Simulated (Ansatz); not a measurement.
**singlet BH2SO+: levels of theory compared**

We compute a comparison of 6 runs (HF/STO-3G, B2PLYP/aug-cc-pVDZ, revPBE/aug-cc-pVDZ, wB97M-V/aug-cc-pVDZ, wB97X/aug-cc-pVDZ, CCSD/aug-cc-pVDZ) of singlet BH2SO+. 

Program for the calculation: Ansatz 0.2.0.

52 further runs of the same task are left out: 52 set aside as unsound or not needed. Runs told in other sessions of the task aren't counted.

### 1 The system as given

The species is BH2SO+ (5 atoms), meant as a singlet with charge +1. SMILES of the parent species: `O[B]S`. Geometry: relaxed at PBE0-D4/def2-TZVP. This is one conformer, not always the lowest. That shape belongs to the parent species and isn't relaxed for this state.

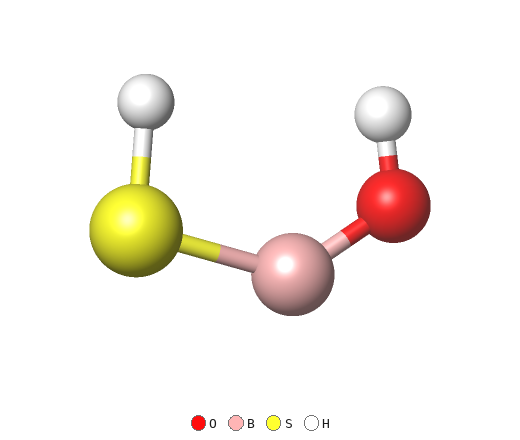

The structure, seen from a chosen angle (oxygen red, boron pink, sulfur yellow, hydrogen white).

### 2 The energy at HF/STO-3G (run 1)

input.yaml

```yaml
crystal:
  periodic: [false, false, false]
  atoms:
    - {symbol: O, position_ang: [-1.294700, -0.054700, -0.435600]}
    - {symbol: B, position_ang: [-0.454300, 0.825600, 0.109700]}
    - {symbol: S, position_ang: [1.253800, 0.694200, 0.611100]}
    - {symbol: H, position_ang: [-0.947100, -0.940000, -0.604700]}
    - {symbol: H, position_ang: [1.492100, -0.598600, 0.278200]}
basis:
  gaussian:
    orbitals: STO-3G
total_charge: 1
hamiltonian:
  xc: hf
accuracy: high
output:
  orbitals: {seedname: orbitals}
```

Launch:

```
$ ansatz run input.yaml --threads 1 --pin off --max-ram 2610MiB --events-out events.jsonl --progress --plain --runs-dir runs
```

Log:

```text
Warning: RAYON_NUM_THREADS=1 ignored (pool sized by the plan → 1); use --threads N
Functional definition: HF
  name "HF"
  exchange = exact_x
  correlation = 0
374 factors; integrals over basis functions are off by at most 3.2e-8 eV
mean field evaluation 1: about -13393.3106 eV, gradient 3.2e1 eV
mean field evaluation 2: about -13393.3456 eV, gradient 3.2e1 eV
mean field evaluation 4: about -13396.9194 eV, gradient 1.7e0 eV
mean field evaluation 8: about -13396.9311 eV, gradient 4.8e-2 eV
mean field -13396.93109003 eV, -492.3281367927 hartree, gradient 1.4e-8 eV, S^2 0.000000; 0 other end points of the search recorded, 0 dependent functions left out
reference -13396.93109003 eV, -492.3281367927 hartree; 15, 15 occupied and 6, 6 virtual orbitals, 374 factors
Total energy: -13396.93109003 eV, -492.3281367927 hartree
```

Run time: 0.1 s. Hardware: 1 thread of Arm Neoverse V2, shared host.

### 3 A single-point energy at B2PLYP/aug-cc-pVDZ (run 2)

input.yaml, as its differences from that of step 2:

```diff
@@ -1 +1,4 @@
+basis:
+  gaussian:
+    orbitals: aug-cc-pVDZ
 crystal:
@@ -8,10 +11,11 @@
     - {symbol: H, position_ang: [1.492100, -0.598600, 0.278200]}
-basis:
-  gaussian:
-    orbitals: STO-3G
 total_charge: 1
+magnetization:
+  spin_polarized: false
+  initial_magnetization: 0
 hamiltonian:
-  xc: hf
+  xc: {name: B2PLYP}
+correlation:
+  frozen_orbitals: {B: 1, H: 0, O: 1, S: 5}
 accuracy: high
-output:
-  orbitals: {seedname: orbitals}
+output: {orbitals: {seedname: orbitals}}
```

Launch:

```
$ ansatz run input.yaml --threads 1 --pin off --max-ram 2610MiB --events-out events.jsonl --progress --plain --runs-dir runs
```

Log, shortened:

```text
Warning: RAYON_NUM_THREADS=1 ignored (pool sized by the plan → 1); use --threads N
Functional definition: B2PLYP
  name "B2PLYP"
[...]
1789 factors; integrals over basis functions are off by at most 3.4e-9 eV
[...]
mean field -13573.55333658 eV, -498.8188846342 hartree, gradient 7.8e-8 eV, S^2 0.000000; 0 other end points of the search recorded, 0 dependent functions left out
7 core orbitals not correlated: weight in the atoms' cores, before any rotation towards them, 1.000 or more for the frozen orbitals, at most 0.000 for the correlated occupied ones
reference -13573.55336542 eV, -498.8188856943 hartree; 8, 8 occupied and 76, 76 virtual orbitals, 1789 factors
second order -13.55407536 eV of doubles, -0.00000000 eV of singles
Total energy: -13577.21296577 eV, -498.9533735264 hartree
```

It took 6.6 s on 1 thread of Arm Neoverse V2, shared host; peak memory 0.24 GiB.

Runs 3 to 5 aren't shown in full; the table further down has their settings and results.

### 4 The energy at CCSD/aug-cc-pVDZ (run 6)

job.yaml

```yaml
crystal:
  periodic: [false, false, false]
  atoms:
    - {symbol: O, position_ang: [-1.294700, -0.054700, -0.435600]}
    - {symbol: B, position_ang: [-0.454300, 0.825600, 0.109700]}
    - {symbol: S, position_ang: [1.253800, 0.694200, 0.611100]}
    - {symbol: H, position_ang: [-0.947100, -0.940000, -0.604700]}
    - {symbol: H, position_ang: [1.492100, -0.598600, 0.278200]}
basis:
  gaussian:
    orbitals: aug-cc-pVDZ
total_charge: 1
correlation:
  method: ccsd
  frozen_orbitals: {B: 1, H: 0, O: 1, S: 5}
accuracy: high
scf:
  omitted_lower_state_checks: [cluster_reference, increment]
```

Launch:

```
$ ansatz run job.yaml --threads 1 --pin off --max-ram 2610MiB --events-out events.jsonl --progress --plain --runs-dir runs
```

Log, shortened:

```text
Warning: RAYON_NUM_THREADS=1 ignored (pool sized by the plan → 1); use --threads N
[... 2 set-up lines as earlier in the session ...]
[...]
1789 factors; integrals over basis functions are off by at most 3.4e-9 eV
[...]
mean field -13550.69888749 eV, -497.9789991218 hartree, gradient 3.0e-8 eV, S^2 0.000000; 0 other end points of the search recorded, 0 dependent functions left out
7 core orbitals not correlated: weight in the atoms' cores, before any rotation towards them, 1.000 or more for the frozen orbitals, at most 0.000 for the correlated occupied ones
reference -13550.69888749 eV, -497.9789991218 hartree; 8, 8 occupied and 76, 76 virtual orbitals, 1789 factors
second order -10.87602764 eV of doubles, -0.00000000 eV of singles
cycle   1  -11.16518640 eV  change   -2.9e-1 eV  update   9.5e-2
[...]
cycle  26  -11.55151177 eV  change   3.4e-10 eV  update   1.1e-9
Total energy: -13562.25039927 eV, -498.4035093496 hartree
Checks for a lower state left out: cluster_reference, increment
```

Run time: 9 s. Hardware: 1 thread of Arm Neoverse V2, shared host; peak memory 0.56 GiB.

### 5 Overview of the runs

| run | level | frozen core orbitals | energy (Eh) | HOMO energy (eV) | LUMO energy (eV) | HOMO–LUMO gap (eV) | wall time |
| --- | --- | --- | --- | --- | --- | --- | --- |
| 1 | HF/STO-3G | – | -492.328137 | -15.33 | -4.49 | 10.83 | 0.1 s |
| 2 | B2PLYP/aug-cc-pVDZ | 7 | -498.953374 | -15.65 | -9.28 | 6.37 | 6.6 s |
| 3 | revPBE/aug-cc-pVDZ | – | -499.079419 | -13.38 | -11.55 | 1.83 | 4.2 s |
| 4 | wB97M-V/aug-cc-pVDZ | – | -499.125054 | -16.82 | -8.48 | 8.33 | 38 s |
| 5 | wB97X/aug-cc-pVDZ | – | -499.146998 | -17.00 | -8.19 | 8.81 | 17 s |
| 6 | CCSD/aug-cc-pVDZ | 7 | -498.403509 | – | – | – | 9 s |

### 6 What came out

| quantity | value |
| --- | --- |
| run 6: total energy | -498.40351 Eh |
| run 6: correlation energy (7 core orbitals frozen) | -424.5 mEh |
| run 6: T1 diagnostic | 0.019 |

In words: Over runs 1, 2, 3, 4, 5 the HOMO–LUMO gap runs from 1.83 eV (revPBE/aug-cc-pVDZ) to 10.83 eV (HF/STO-3G). The two ends differ in method and basis. Totals of different functionals can't be ranked against each other. In run 1 the basis is minimal, so the values are rough. All runs together took 76 s, the longest 38 s.
